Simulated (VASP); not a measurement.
Band structure of Cu (fcc). Method: LDA (Ceperley-Alder, Perdew-Zunger), VASP's LDA PAW potentials (set 64) (plane waves; VASP).

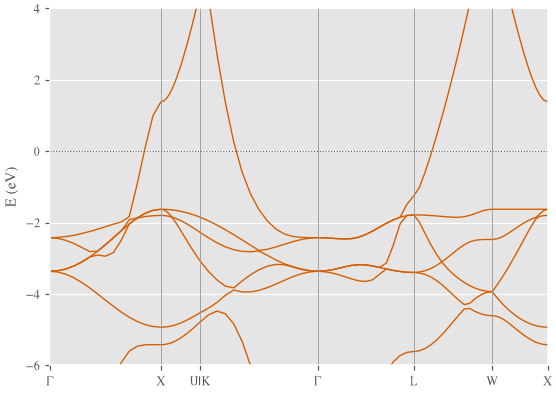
Bands along high-symmetry lines, zero at the valence-band maximum or, without a gap, the Fermi level

Q: Read the plot: is there a gap, and where are the band edges?

A: It has no gap at this level: it comes out as a metal or semimetal. (Edges off the drawn lines would not show.)

The compound is Cu in the fcc structure. It was relaxed first, which changed the volume by -7 %.
